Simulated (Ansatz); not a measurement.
**AsH3 (arsine) at 6 levels**

Wanted: a comparison of 6 runs (HF/STO-3G, PBE0/STO-3G, UB3LYP/STO-3G, UMP2/STO-3G, UCCSD(T)/STO-3G, FCI/STO-3G) of AsH3 (arsine). 

The calculation is run with Ansatz 0.2.0.

29 further runs of the same task are left out: 1 that didn't finish, 28 set aside as unsound or not needed.

## (1) The molecule

AsH3: 4 atoms, total charge 0, spin state singlet. As SMILES, `[AsH3]`. The H4–As1 distance was set to 2.283 Å, away from the relaxed value. At this shape a bond of the SMILES string is far longer than usual.

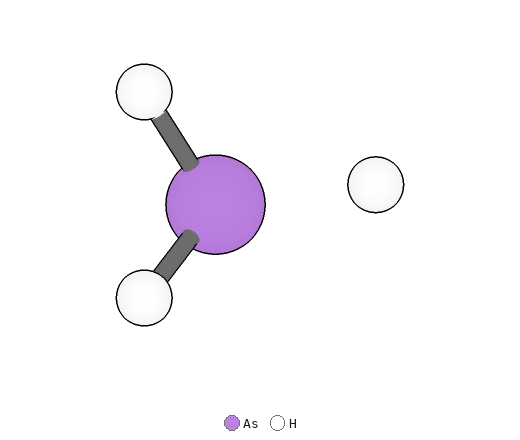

The structure, seen from a chosen angle (arsenic purple, hydrogen white).

## (2) A single-point energy at HF/STO-3G (run 1)

molecule.yaml

```yaml
crystal:
  periodic: [false, false, false]
  atoms:
    - {symbol: As, position_ang: [-0.790676, 0.937670, -0.131740]}
    - {symbol: H, position_ang: [-0.224976, 1.080370, 1.273660]}
    - {symbol: H, position_ang: [-1.642876, -0.255430, 0.275360]}
    - {symbol: H, position_ang: [0.933900, -0.412500, -0.774500]}
basis:
  gaussian:
    orbitals: STO-3G
hamiltonian:
  xc: hf
accuracy: high
```

The run is started by

```
$ ansatz run molecule.yaml --threads 1 --pin off --max-ram 2610MiB --events-out events.jsonl --progress --plain --runs-dir runs
```

The program printed:

```text
Warning: RAYON_NUM_THREADS=1 ignored (pool sized by the plan → 1); use --threads N
Functional definition: HF
  name "HF"
  exchange = exact_x
  correlation = 0
259 factors; integrals over basis functions are off by at most 1.7e-8 eV
mean field evaluation 1: about -60160.4102 eV, gradient 4.9e0 eV
mean field evaluation 2: about -60160.4106 eV, gradient 4.8e0 eV
mean field evaluation 4: about -60160.5931 eV, gradient 4.0e-1 eV
mean field evaluation 8: about -60160.5946 eV, gradient 1.7e-7 eV
mean field -60160.59464092 eV, -2210.8610747380 hartree, gradient 2.3e-8 eV, S^2 0.000000; 0 other end points of the search recorded, 0 dependent functions left out
reference -60160.59464092 eV, -2210.8610747380 hartree; 18, 18 occupied and 3, 3 virtual orbitals, 259 factors
Total energy: -60160.59464092 eV, -2210.8610747380 hartree
```

It took 0.12 s on 1 thread of Intel Xeon Platinum 8488C (Sapphire Rapids), shared host.

## (3) The energy at PBE0/STO-3G (run 2)

run.yaml

```yaml
basis:
  gaussian:
    orbitals: STO-3G
crystal:
  periodic: [false, false, false]
  atoms:
    - {symbol: As, position_ang: [-0.790676, 0.937670, -0.131740]}
    - {symbol: H, position_ang: [-0.224976, 1.080370, 1.273660]}
    - {symbol: H, position_ang: [-1.642876, -0.255430, 0.275360]}
    - {symbol: H, position_ang: [0.933900, -0.412500, -0.774500]}
magnetization:
  spin_polarized: false
  initial_magnetization: 0
hamiltonian:
  xc: pbe0
accuracy: high
```

The run is started by

```
$ ansatz run run.yaml --threads 1 --pin off --max-ram 2610MiB --events-out events.jsonl --progress --plain --runs-dir runs
```

The program printed:

```text
Warning: RAYON_NUM_THREADS=1 ignored (pool sized by the plan → 1); use --threads N
Functional definition: PBE0
  name "PBE0"
  parameter a = 0.25
  parameter kappa = 0.804
  parameter beta = 0.06672455060314922
  exchange = (1 - a)*pbe_x(kappa = kappa, mu = beta*pi^2/3) + a*exact_x
  correlation = pbe_c(beta = beta)
259 factors; integrals over basis functions are off by at most 1.7e-8 eV
mean field evaluation 1: about -60192.2417 eV, gradient 8.0e0 eV
mean field evaluation 2: about -60191.3614 eV, gradient 1.4e1 eV
mean field evaluation 4: about -60192.6377 eV, gradient 1.3e-1 eV
mean field evaluation 8: about -60192.5973 eV, gradient 1.3e-3 eV
mean field -60192.59734530 eV, -2212.0371524319 hartree, gradient 8.3e-9 eV, S^2 0.000000; 0 other end points of the search recorded, 0 dependent functions left out
reference -60192.59734654 eV, -2212.0371524774 hartree; 18, 18 occupied and 3, 3 virtual orbitals, 259 factors
Total energy: -60192.59734654 eV, -2212.0371524774 hartree
```

Wall time 0.6 s (1 thread of Intel Xeon Platinum 8488C (Sapphire Rapids), shared host).

## (4) A single-point energy at UB3LYP/STO-3G (run 3)

input.yaml

```yaml
crystal:
  periodic: [false, false, false]
  atoms:
    - {symbol: As, position_ang: [-0.790676, 0.937670, -0.131740]}
    - {symbol: H, position_ang: [-0.224976, 1.080370, 1.273660]}
    - {symbol: H, position_ang: [-1.642876, -0.255430, 0.275360]}
    - {symbol: H, position_ang: [0.933900, -0.412500, -0.774500]}
basis:
  gaussian: {orbitals: STO-3G}
magnetization: {spin_polarized: true, initial_magnetization: 0}
hamiltonian: {xc: {name: B3LYP}}
accuracy: high
```

The run is started by

```
$ ansatz run input.yaml --threads 1 --pin off --max-ram 2610MiB --events-out events.jsonl --progress --plain --runs-dir runs
```

The program printed:

```text
Warning: RAYON_NUM_THREADS=1 ignored (pool sized by the plan → 1); use --threads N
Functional definition: B3LYP
  name "B3LYP"
  parameter a0 = 0.2
  parameter ax = 0.72
  parameter ac = 0.81
  exchange = (1 - a0 - ax)*slater_x + ax*b88_x + a0*exact_x
  correlation = (1 - ac)*vwn_rpa_c + ac*lyp_c
259 factors; integrals over basis functions are off by at most 1.7e-8 eV
mean field evaluation 1: about -60197.9192 eV, gradient 7.3e0 eV
mean field evaluation 2: about -60196.1462 eV, gradient 1.3e1 eV
mean field evaluation 4: about -60198.5534 eV, gradient 9.0e-2 eV
mean field evaluation 8: about -60198.5093 eV, gradient 7.7e-4 eV
mean field evaluation 16: about -60198.4882 eV, gradient 3.2e-1 eV
mean field evaluation 32: about -60198.5093 eV, gradient 2.0e-8 eV
mean field -60198.50933241 eV, -2212.2544139508 hartree, gradient 6.4e-8 eV, S^2 0.002258; 2 other end points of the search recorded, 0 dependent functions left out
reference -60198.50935661 eV, -2212.2544148404 hartree; 18, 18 occupied and 3, 3 virtual orbitals, 259 factors
Total energy: -60198.50935661 eV, -2212.2544148404 hartree
```

It took 3.3 s on 1 thread of Intel Xeon Platinum 8488C (Sapphire Rapids), shared host; peak memory 0.13 GiB.

Runs 4 to 5 aren't shown in full; the table further down has their settings and results.

## (5) The energy at FCI/STO-3G (run 6)

molecule.yaml: that of step 2 with these lines changed.

```diff
@@ -8,6 +8,4 @@
 basis:
-  gaussian:
-    orbitals: STO-3G
-hamiltonian:
-  xc: hf
+  gaussian: {orbitals: STO-3G}
 accuracy: high
+correlation: {method: fci, frozen_orbitals: {As: 9, H: 0}}
```

The run is started by

```
$ ansatz run molecule.yaml --threads 1 --pin off --max-ram 2610MiB --events-out events.jsonl --progress --plain --runs-dir runs
```

The program printed:

```text
Warning: RAYON_NUM_THREADS=1 ignored (pool sized by the plan → 1); use --threads N
[... 4 set-up lines as earlier in the session ...]
259 factors; integrals over basis functions are off by at most 1.7e-8 eV
mean field evaluation 1: about -60160.4102 eV, gradient 4.9e0 eV
mean field evaluation 2: about -60160.4106 eV, gradient 4.8e0 eV
mean field evaluation 4: about -60160.5931 eV, gradient 4.0e-1 eV
mean field evaluation 8: about -60160.5946 eV, gradient 1.7e-7 eV
mean field -60160.59464092 eV, -2210.8610747380 hartree, gradient 2.3e-8 eV, S^2 0.000000; 0 other end points of the search recorded, 0 dependent functions left out; unrestricted orbitals would lower it
mean field evaluation 16: about -60161.5811 eV, gradient 2.9e-2 eV
9 core orbitals not correlated: weight in the atoms' cores, before any rotation towards them, 1.000 or more for the frozen orbitals, at most 0.000 for the correlated occupied ones
reference -60160.59464092 eV, -2210.8610747380 hartree; 9, 9 occupied and 3, 3 virtual orbitals, 259 factors
state -60163.61739959 eV, -2210.9721590703 hartree
Total energy: -60163.61739959 eV, -2210.9721590703 hartree
```

Wall time 0.3 s (1 thread of Intel Xeon Platinum 8488C (Sapphire Rapids), shared host).

## (6) The series

```csv
run,level,frozen core orbitals,energy (Eh),wall time
1,HF/STO-3G,–,-2210.861075,0.12 s
2,PBE0/STO-3G,–,-2212.037152,0.6 s
3,UB3LYP/STO-3G,–,-2212.254415,3.3 s
4,UMP2/STO-3G,9,-2210.927271,0.22 s
5,UCCSD(T)/STO-3G,9,-2210.971723,0.34 s
6,FCI/STO-3G,9,-2210.972159,0.3 s
```

## (7) Summary of results

| quantity | value |
| --- | --- |
| run 6: total energy | -2210.97216 Eh |
| run 6: correlation energy (9 core orbitals frozen) | -111.1 mEh |

In words: Against full CI in this basis: HF +111.1 mEh; UMP2 +44.9 mEh; UCCSD(T) +0.4 mEh. Totals of different functionals can't be ranked against each other. In runs 1, 2, 3, 4, 5, 6 the basis is minimal, so the values are rough. Spin contamination of the reference: run 4 ⟨S²⟩ = 0.71, run 5 ⟨S²⟩ = 0.71. Where it is this large, the reference is a mixture of spin states, and values that rest on it are in doubt. All runs together took 4.9 s, the longest 3.3 s.
